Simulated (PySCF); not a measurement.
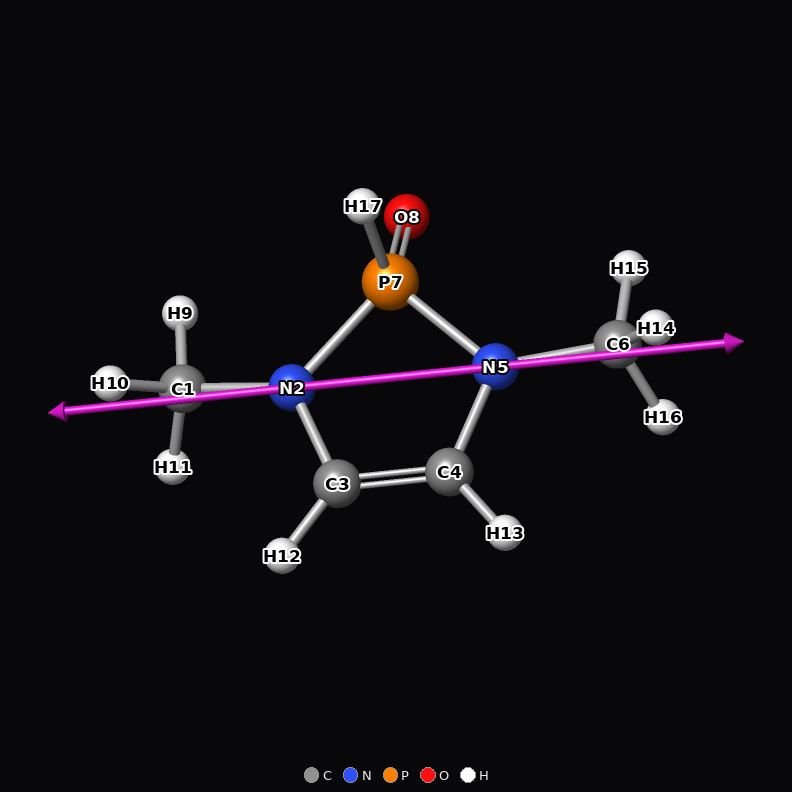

The double arrow shows the direction of the transition dipole to excited singlet state 6 (its length means nothing). Computed geometry: GFN2-xTB optimisation. No frequency run is at hand to confirm it as a minimum. Level of theory: TDDFT PBE0/def2-SVPD, vertical, gas phase, core orbitals frozen in the response (PySCF 2.14.0).

> How is the transition polarised?

Nearly parallel to the C3–C4 bond.

> Give its energy, strength and character.

6.38 eV (194 nm), oscillator strength 0.11, mainly HOMO → LUMO+5 (weight 0.94); transition dipole 2.15 D.

The geometry is semi-empirical. Around P such bond lengths and angles can be off by a tenth of an ångström or more and by several degrees, and values that hang on the shape move with them.
